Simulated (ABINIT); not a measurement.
## LiBH4 (F-43m): a self-consistent loop beyond G0W0, cycle by cycle

How far does self-consistency move the gap of LiBH4 (F-43m)?

Method: PBEsol and many-body steps on it, plane waves, in ABINIT 10.8.3.

## Step 1: The structure

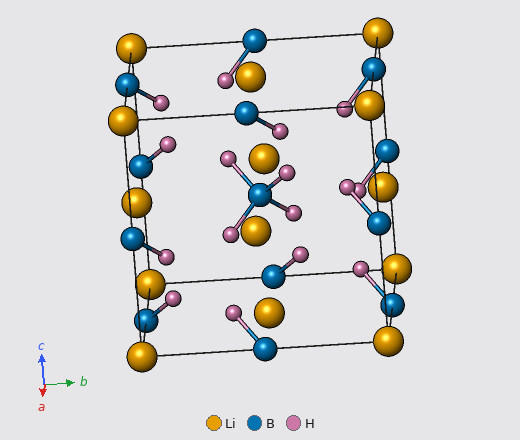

The cell as given, slightly off an axis (lithium orange, boron blue, hydrogen pink). This picture shows the conventional cell, with its axes. Some periodic images of atoms are drawn too.

The cell and positions are those that the Materials Project relaxed with its own functionals (PBE, PBE+U or r2SCAN), kept fixed.

## Step 2: Empty states on the mesh, 4×4×4 mesh, 67 bands

This step: ABINIT 10.8.3; DFT, PBEsol, plane waves, norm-conserving pseudopotentials.

The sums over transitions need many empty states on a uniform mesh; this step solves for them.

File run.abi:

```
acell 3*1.0 Angstrom
rprim 
  0.000000000000 2.855319000000 2.855319000000
  2.855319000000 0.000000000000 2.855319000000
  2.855319000000 2.855319000000 -0.000000000000
ntypat 3
znucl 3 5 1
natom 6
typat 1 2 3 3 3 3
xred 
  0.000000000000 0.000000000000 0.000000000000
  0.500000000000 0.500000000000 0.500000000000
  0.376786667500 0.376786667500 0.376786667500
  0.869639997500 0.376786667500 0.376786667500
  0.376786667500 0.376786667500 0.869639997500
  0.376786667500 0.869639997500 0.376786667500
pp_dirpath "pseudos"
pseudos "Li.upf, B.upf, H.upf"
ecut 34
ngkpt 4 4 4
nshiftk 1
shiftk 0 0 0
kptopt 1
chksymbreak 0
iscf -2
irdden 1
istwfk *1
nband 67
nbdbuf 6
tolwfr 1e-09
nstep 60
prtvol 0
indata_prefix "in"
outdata_prefix "out"
tmpdata_prefix "tmp"
```

On the command line:

```console
OMP_NUM_THREADS=1 mpirun -n 4 abinit run.abi > log
```

Numbers of over 12 decimals in the logs are rounded to 6 here.

The program printed:

```text
.Version 10.8.3 of ABINIT. v10.8.2 released Aug 2026.

 Symmetries : space group F-4 3 m (#216); Bravais cF (face-center cubic)
[... echo of the input left out ...]
== DATASET  1 ==================================================================
-   mpi_nproc: 4, omp_nthreads: 1 (-1 if OMP is not activated)

--- !DatasetInfo
iteration_state: {dtset: 1, }
dimensions: {natom: 6, nkpt: 8, mband: 67, nsppol: 1, nspinor: 1, nspden: 1, mpw: 2996, }
cutoff_energies: {ecut:  34.0, pawecutdg:  -1.0, }
[...]
1.68694    1.71217    1.71217    1.73644    1.73644    1.73644    1.76686    1.79256
   1.79256    1.79256    1.87085    2.11040    2.27300    2.27300    2.27300    2.39728
   2.39729    2.49688    2.49689
 prteigrs : prtvol=0 or 1, do not print more k-points.

== END DATASET(S) ==============================================================
================================================================================

 -outvars: echo values of variables after computation  --------
            nband          67
             nkpt           8
          spgroup         216
 [... the other variables as echoed above ...]

 Calculation completed.
```

Run time: 20 s. Hardware: 4 MPI ranks of Arm Neoverse N1, shared host; peak memory 0.28 GiB.

This step gave:

| Quantity | Value |
| --- | --- |
| gap | 5.992 eV |
| k of the valence top | 0, 0, 0 |
| k of the conduction bottom | 0.5, 0, 0 |
| least direct gap | 6.297 eV |
| k points computed | 8 |
| lowest point of the top converged band, above the valence top | 59.1513 eV |

On this mesh the gap is 5.992 eV.

The density comes from a self-consistent run that is not shown.

## Step 3: Screening, 4×4×4 mesh, 61 bands, screening to 130.6 eV

The RPA dielectric matrix is built and inverted for each q.

This step: RPA screening on PBEsol, plane waves, norm-conserving pseudopotentials.

run.abi: that of step 2 with these lines changed.

```diff
@@ -24,10 +24,11 @@
 chksymbreak 0
-iscf -2
-irdden 1
 istwfk *1
-nband 67
-nbdbuf 6
-tolwfr 1e-09
-nstep 60
-prtvol 0
+occopt 1
+irdwfk 1
+optdriver 3
+nband 61
+ecuteps 4.8
+inclvkb 2
+awtr 1
+symchi 1
 indata_prefix "in"
```

The program printed:

```text
.Version 10.8.3 of ABINIT. v10.8.2 released Aug 2026.

 Symmetries : space group F-4 3 m (#216); Bravais cF (face-center cubic)
[... echo of the input left out ...]
== DATASET  1 ==================================================================
-   mpi_nproc: 4, omp_nthreads: 1 (-1 if OMP is not activated)

--- !DatasetInfo
iteration_state: {dtset: 1, }
dimensions: {natom: 6, nkpt: 8, mband: 61, nsppol: 1, nspinor: 1, nspden: 1, mpw: 2996, }
cutoff_energies: {ecut:  34.0, pawecutdg:  -1.0, }
electrons: {nelect:   1.00000000E+01, charge:   0.00000000E+00, occopt:   1.00000000E+00, tsmear:   1.00000000E-02, }

 SCREENING: Calculation of the susceptibility and dielectric matrices

 Based on a program developped by R.W. Godby, V. Olevano, G. Onida, and L. Reining.
 Incorporated in ABINIT by V. Olevano, G.-M. Rignanese, and M. Torrent.
.Using double precision arithmetic ; gwpc =  8

[... cell and pseudopotentials left out ...]
--------------------------------------------------------------------------------

 ==== K-mesh for the wavefunctions ====
 Number of points in the irreducible wedge :     8
[... list of points left out ...]
 Together with 24 symmetry operations and time-reversal symmetry
 yields    64 points in the full Brillouin Zone.

 ==== Q-mesh for the screening function ====
 Number of points in the irreducible wedge :     8
[... list of points left out ...]
 Together with 24 symmetry operations and time-reversal symmetry
 yields    64 points in the full Brillouin Zone.

 setmesh: FFT mesh size selected  =    27x   27x   27
          total number of points  =        19683

 vcoul_init : cutoff-mode = AUXILIARY_FUNCTION
 q-points for optical limit:   1
     1)      0.000010    0.000020    0.000030

- screening: taking advantage of time-reversal symmetry
- Maximum band index for partially occupied states nbvw = 5
- Remaining bands to be divided among processors   nbcw = 56
- Number of bands treated by each node ~14

 Number of electrons calculated from density =   10.0000; Expected =   10.0000
 average of density, n =  0.031828
 r_s =    1.9575
 omega_plasma =   17.2092 [eV]

 calculating chi0 at frequencies [eV] :
  1    0.000000E+00    0.000000E+00
  2    0.000000E+00    1.720919E+01

--------------------------------------------------------------------------------
  q-point number  1        q = ( 0.000000, 0.000000, 0.000000) [r.l.u.]
--------------------------------------------------------------------------------
[... chi0 elements left out ...]
 For q-point:  0.000010 0.000020 0.000030
  dielectric constant =   2.8960
  dielectric constant without local fields =   3.2685

  Average fulfillment of the sum rule on Im[epsilon] for q-point    1 :     74.46  [%]
[... wings left out ...]
  q-point number  2        q = ( 0.250000, 0.000000, 0.000000) [r.l.u.]
--------------------------------------------------------------------------------
[... chi0 elements left out ...]
  Average fulfillment of the sum rule on Im[epsilon] for q-point    2 :     85.58  [%]

 [... 6 further q-points ...]
```

Wall time 14 s (4 MPI ranks); peak memory 0.53 GiB.

This step gave:

| Property | Result |
| --- | --- |
| ε∞ with local fields, on this mesh, along the program's q direction | 2.896 |
| the same without local fields | 3.268 |
| plasma frequency | 17.21 eV |
| plane waves in the screening matrix | 169 |

Local fields lower ε∞ by 11 %. On a Γ-centred mesh this coarse the value itself is usually too large, while a short band sum pulls it down.

## Step 4: G0W0

The self-energy is evaluated for the states that the input lists, and the levels follow from it, in one-shot runs by the linearised quasiparticle equation.

This step: G0W0 on PBEsol, plane waves, norm-conserving pseudopotentials.

run.abi: that of step 3 with these lines changed.

```diff
@@ -27,8 +27,17 @@
 irdwfk 1
-optdriver 3
+optdriver 4
 nband 61
+gwcalctyp 0
+ecutsigx 34
+symsigma 1
+nkptgw 2
+kptgw 
+  0.0000000000 0.0000000000 0.0000000000
+  0.5000000000 0.0000000000 0.0000000000
+bdgw 
+  3 9
+  4 8
 ecuteps 4.8
-inclvkb 2
-awtr 1
-symchi 1
+irdscr 1
+ppmodel 1
 indata_prefix "in"
```

The program printed:

```text
.Version 10.8.3 of ABINIT. v10.8.2 released Aug 2026.

 Symmetries : space group F-4 3 m (#216); Bravais cF (face-center cubic)
[... echo of the input left out ...]
== DATASET  1 ==================================================================
-   mpi_nproc: 4, omp_nthreads: 1 (-1 if OMP is not activated)

--- !DatasetInfo
iteration_state: {dtset: 1, }
dimensions: {natom: 6, nkpt: 8, mband: 61, nsppol: 1, nspinor: 1, nspden: 1, mpw: 2996, }
cutoff_energies: {ecut:  34.0, pawecutdg:  -1.0, }
electrons: {nelect:   1.00000000E+01, charge:   0.00000000E+00, occopt:   1.00000000E+00, tsmear:   1.00000000E-02, }

 SIGMA: Calculation of the GW corrections

 Based on a program developped by R.W. Godby, V. Olevano, G. Onida, and L. Reining.
 Incorporated in ABINIT by V. Olevano, G.-M. Rignanese, and M. Torrent.
.Using double precision arithmetic ; gwpc =  8

[... cell and pseudopotentials left out ...]
--------------------------------------------------------------------------------

 ==== K-mesh for the wavefunctions ====
 Number of points in the irreducible wedge :     8
[... list of points left out ...]
 Together with 24 symmetry operations and time-reversal symmetry
 yields    64 points in the full Brillouin Zone.

 ==== Q-mesh for screening function ====
 Number of points in the irreducible wedge :     8
[... list of points left out ...]
 Together with 24 symmetry operations and time-reversal symmetry
 yields    64 points in the full Brillouin Zone.

 vcoul_init : cutoff-mode = AUXILIARY_FUNCTION
 q-points for optical limit:   1
     1)      0.000010    0.000020    0.000030
 setmesh: FFT mesh size selected  =    45x   45x   45
          total number of points  =        91125

 Number of electrons calculated from density =   10.0000; Expected =   10.0000
 average of density, n =  0.031828
 r_s =    1.9575
 omega_plasma =   17.2092 [eV]

 === KS Band Gaps ===
  >>>> For spin  1
   Minimum direct gap =   6.2975 [eV], located at k-point      :   0.5000  0.0000  0.0000
   Fundamental gap    =   5.9924 [eV], Top of valence bands at :   0.0000  0.0000  0.0000
                                       Bottom of conduction at :   0.5000  0.0000  0.0000
 SIGMA fundamental parameters:
 PLASMON POLE MODEL  1
 number of plane-waves for SigmaX                 2975
 number of plane-waves for SigmaC and W            169
 number of plane-waves for wavefunctions          2975
 number of bands                                    61
 number of independent spin polarizations            1
 number of spinorial components                      1
 number of k-points in IBZ                           8
 number of q-points in IBZ                           8
 number of symmetry operations                      24
 number of k-points in BZ                           64
 number of q-points in BZ                           64
 number of frequencies for dSigma/dE                 9
 frequency step for dSigma/dE [eV]                0.25
 number of omega for Sigma on real axis              0
 max omega for Sigma on real axis  [eV]           0.00
 zcut for avoiding poles [eV]                     0.10

 EPSILON^-1 parameters (SCR file):
 dimension of the eps^-1 matrix on file            169
 dimension of the eps^-1 matrix used               169
 number of plane-waves for wavefunctions          2975
 number of bands                                    61
 number of q-points in IBZ                           8
 number of frequencies                               2
 number of real frequencies                          1
 number of imag frequencies                          1

 matrix elements of self-energy operator (all in [eV])

 Perturbative Calculation

--- !SelfEnergy_ee
iteration_state: {dtset: 1, }
kpoint     : [   0.000,    0.000,    0.000, ]
spin       : 1
KS_gap     :    7.219
QP_gap     :    9.839
Delta_QP_KS:    2.620
data: !SigmaeeData |
     Band     E0 <VxcDFT>   SigX SigC(E0)      Z dSigC/dE  Sig(E)    E-E0       E
        3  -1.929 -12.774 -16.783   2.201   0.797  -0.254 -14.216  -1.442  -3.371
        4  -1.929 -12.774 -16.783   2.201   0.797  -0.254 -14.216  -1.442  -3.371
        5  -1.929 -12.774 -16.783   2.201   0.797  -0.254 -14.216  -1.442  -3.371
        6   5.290  -9.998  -5.046  -3.518   0.822  -0.217  -8.820   1.178   6.468
        7   6.874  -8.805  -3.908  -3.385   0.834  -0.199  -7.544   1.261   8.134
        8   6.874  -8.805  -3.908  -3.385   0.834  -0.199  -7.544   1.261   8.134
[...]
--- !SelfEnergy_ee
iteration_state: {dtset: 1, }
kpoint     : [   0.500,    0.000,    0.000, ]
spin       : 1
KS_gap     :    6.297
QP_gap     :    8.789
Delta_QP_KS:    2.491
data: !SigmaeeData |
     Band     E0 <VxcDFT>   SigX SigC(E0)      Z dSigC/dE  Sig(E)    E-E0       E
[...]
6   4.063  -8.521  -4.170  -3.134   0.838  -0.193  -7.501   1.020   5.083
        7   6.420  -7.795  -3.007  -3.381   0.841  -0.189  -6.611   1.184   7.604
        8   6.420  -7.795  -3.007  -3.381   0.841  -0.189  -6.611   1.184   7.604

== END DATASET(S) ==============================================================
================================================================================

 -outvars: echo values of variables after computation  --------
           etotal      0.0000000000E+00
            nband          61
             nkpt           8
          spgroup         216
 [... the other variables as echoed above ...]

 Calculation completed.
```

The job ended after 9.4 s (4 MPI ranks; peak memory 0.6 GiB; 37 s of CPU time).

This step gave:

```yaml
g0w0_gap_on_the_points_computed: 8.454 eV
starting_gap_on_the_mesh: 5.992 eV
k_of_the_valence_top: 0, 0, 0
k_of_the_conduction_bottom: 0.5, 0, 0
z_at_the_valence_top: 0.797
z_at_the_conduction_bottom: 0.838
least_direct_g0w0_gap_on_the_computed_points: 8.789 eV
```

The gap on the mesh goes from 5.99 eV to 8.45 eV, a correction of +2.46 eV.

## Step 5: evGW0, cycle 1

This step: evGW0 on PBEsol, plane waves, norm-conserving pseudopotentials.

run.abi: that of step 4 with these lines changed.

```diff
@@ -29,12 +29,24 @@
 nband 61
-gwcalctyp 0
+gwcalctyp 10
 ecutsigx 34
 symsigma 1
-nkptgw 2
+nkptgw 8
 kptgw 
   0.0000000000 0.0000000000 0.0000000000
+  0.2500000000 0.0000000000 0.0000000000
   0.5000000000 0.0000000000 0.0000000000
+  0.2500000000 0.2500000000 0.0000000000
+  0.5000000000 0.2500000000 0.0000000000
+  -0.2500000000 0.2500000000 0.0000000000
+  0.5000000000 0.5000000000 0.0000000000
+  -0.2500000000 0.5000000000 0.2500000000
 bdgw 
-  3 9
-  4 8
+  1 13
+  1 13
+  1 13
+  1 13
+  1 13
+  1 13
+  1 13
+  1 13
 ecuteps 4.8
```

The program printed:

```text
.Version 10.8.3 of ABINIT. v10.8.2 released Aug 2026.

 Symmetries : space group F-4 3 m (#216); Bravais cF (face-center cubic)
[... echo of the input left out ...]
== DATASET  1 ==================================================================
-   mpi_nproc: 4, omp_nthreads: 1 (-1 if OMP is not activated)

--- !DatasetInfo
iteration_state: {dtset: 1, }
dimensions: {natom: 6, nkpt: 8, mband: 61, nsppol: 1, nspinor: 1, nspden: 1, mpw: 2996, }
cutoff_energies: {ecut:  34.0, pawecutdg:  -1.0, }
electrons: {nelect:   1.00000000E+01, charge:   0.00000000E+00, occopt:   1.00000000E+00, tsmear:   1.00000000E-02, }

 SIGMA: Calculation of the GW corrections

 Based on a program developped by R.W. Godby, V. Olevano, G. Onida, and L. Reining.
 Incorporated in ABINIT by V. Olevano, G.-M. Rignanese, and M. Torrent.
.Using double precision arithmetic ; gwpc =  8

[... cell and pseudopotentials left out ...]
--------------------------------------------------------------------------------

 ==== K-mesh for the wavefunctions ====
 Number of points in the irreducible wedge :     8
[... list of points left out ...]
 Together with 24 symmetry operations and time-reversal symmetry
 yields    64 points in the full Brillouin Zone.

 ==== Q-mesh for screening function ====
 Number of points in the irreducible wedge :     8
[... list of points left out ...]
 Together with 24 symmetry operations and time-reversal symmetry
 yields    64 points in the full Brillouin Zone.

 vcoul_init : cutoff-mode = AUXILIARY_FUNCTION
 q-points for optical limit:   1
     1)      0.000010    0.000020    0.000030
 setmesh: FFT mesh size selected  =    45x   45x   45
          total number of points  =        91125

 Number of electrons calculated from density =   10.0000; Expected =   10.0000
[...]
QP_gap     :    9.495
Delta_QP_KS:    2.472
data: !SigmaeeData |
     Band     E_DFT   <VxcDFT>   E(N-1)  <Hhartree>   SigX  SigC[E(N-1)]    Z     dSigC/dE  Sig[E(N)]  DeltaE  E(N)_pert E(N)_diago
[...]
--- !SelfEnergy_ee
iteration_state: {dtset: 1, }
kpoint     : [  -0.250,    0.500,    0.250, ]
spin       : 1
KS_gap     :    8.729
QP_gap     :   11.151
Delta_QP_KS:    2.422
data: !SigmaeeData |
     Band     E_DFT   <VxcDFT>   E(N-1)  <Hhartree>   SigX  SigC[E(N-1)]    Z     dSigC/dE  Sig[E(N)]  DeltaE  E(N)_pert E(N)_diago
[...]
12    12.641   -11.098    12.641    23.739    -4.669    -4.369     0.791    -0.265    -9.469     1.629    14.271    14.702
       13    15.613   -10.266    15.613    25.879    -3.604    -4.964     0.756    -0.323    -8.983     1.283    16.896    17.310

 New Fermi energy :        2.762866E-02 Ha ,    7.518142E-01 eV
 New Exchange energy :    -3.948528E+00 Ha ,   -1.074449E+02 eV

 === QP Band Gaps ===
  >>>> For spin  1
   Minimum direct gap =   9.3623 [eV], located at k-point      :   0.5000  0.0000  0.0000
   Fundamental gap    =   8.9774 [eV], Top of valence bands at :   0.0000  0.0000  0.0000
                                       Bottom of conduction at :   0.5000  0.5000  0.0000

 writing QP data on file : out_QPS

 Convergence of QP corrections
 >>>>> For spin  1 <<<<<
.  kptgw no:  1; Maximum DeltaE = (  -8.444   0.000) for band index:  1
.  kptgw no:  2; Maximum DeltaE = (  -8.456   0.002) for band index:  1
.  kptgw no:  3; Maximum DeltaE = (  -8.467   0.002) for band index:  1
[...]
.  kptgw no:  7; Maximum DeltaE = (  -8.462   0.000) for band index:  1
.  kptgw no:  8; Maximum DeltaE = (  -8.457   0.001) for band index:  1

== END DATASET(S) ==============================================================
================================================================================

 -outvars: echo values of variables after computation  --------
           etotal      0.0000000000E+00
            nband          61
             nkpt           8
          spgroup         216
 [... the other variables as echoed above ...]

 Calculation completed.
```

Elapsed: 95 s, on 4 MPI ranks; peak memory 1.1 GiB.

Numbers from this step:

```yaml
quasiparticle_gap_on_the_mesh: 8.978 eV
gap_of_the_density_functional_on_the_mesh: 5.992 eV
k_of_the_valence_top: 0, 0, 0
k_of_the_conduction_bottom: 0.5, 0.5, 0
z_at_the_valence_top: 0.797
z_at_the_conduction_bottom: 0.845
least_direct_quasiparticle_gap_on_the_computed_points: 9.362 eV
```

Against G0W0 in ABINIT (4×4×4 mesh, 61 bands, screening to 130.6 eV, Godby-Needs plasmon pole), the gap moves by +0.524 eV. This first cycle still uses the starting levels; it takes the full correction, at all points of the mesh, and its linearised value is 8.439 eV.

## Step 6: evGW0, cycle 2

The corrected levels of the last cycle go back in.

run.abi: that of step 5 with these lines changed.

```diff
@@ -54,2 +54,3 @@
 ppmodel 1
+irdqps 1
 indata_prefix "in"
```

The program printed:

```text
.Version 10.8.3 of ABINIT. v10.8.2 released Aug 2026.

 Symmetries : space group F-4 3 m (#216); Bravais cF (face-center cubic)
[... echo of the input left out ...]
== DATASET  1 ==================================================================
-   mpi_nproc: 4, omp_nthreads: 1 (-1 if OMP is not activated)

--- !DatasetInfo
iteration_state: {dtset: 1, }
dimensions: {natom: 6, nkpt: 8, mband: 61, nsppol: 1, nspinor: 1, nspden: 1, mpw: 2996, }
cutoff_energies: {ecut:  34.0, pawecutdg:  -1.0, }
[...]
.  kptgw no:  3; Maximum DeltaE = (  -0.151  -0.000) for band index: 11
[...]
.  kptgw no:  7; Maximum DeltaE = (  -0.207   0.001) for band index: 11
.  kptgw no:  8; Maximum DeltaE = (  -0.193  -0.000) for band index: 12

== END DATASET(S) ==============================================================
================================================================================

 -outvars: echo values of variables after computation  --------
           etotal      0.0000000000E+00
            nband          61
             nkpt           8
          spgroup         216
 [... the other variables as echoed above ...]

 Calculation completed.
```

Wall time 94 s (4 MPI ranks); peak memory 1.1 GiB; 6.3 min of CPU time.

This step gave:

```
quasiparticle gap on the mesh                         : 8.828 eV
gap of the density functional on the mesh             : 5.992 eV
k of the valence top                                  : 0, 0, 0
k of the conduction bottom                            : 0.5, 0.5, 0
least direct quasiparticle gap on the computed points : 9.190 eV
```

Against the cycle before, the gap moves by −0.150 eV.

(Part 1 of 3 ends here.)

[Paths, hosts, dates, memory and timing lines, banners, echoed tables and standing remarks are left out of the program output.]

[Logs are printed without paths, hosts, clocks, repeated set-up lines and the standing remarks that a program may print on its own settings, such as how far it seeks lower states.]

[Runs of the session that timed out or met a known fault of the program may be left out.]

[Hosts, paths, dates, database ids (printed as entryN), source tags and the programs' standing remarks are cut or masked in the printed files.]

[G0W0 gaps are taken among the corrected bands and points alone; a level outside them can change the order at an edge.]

[Where Ansatz stands beside ABINIT at settings called matched, ABINIT's density can come from a denser mesh and the files from another edition; pairs whose starting gaps differed by over 0.03 eV were left out, so agreement reads better than it is.]
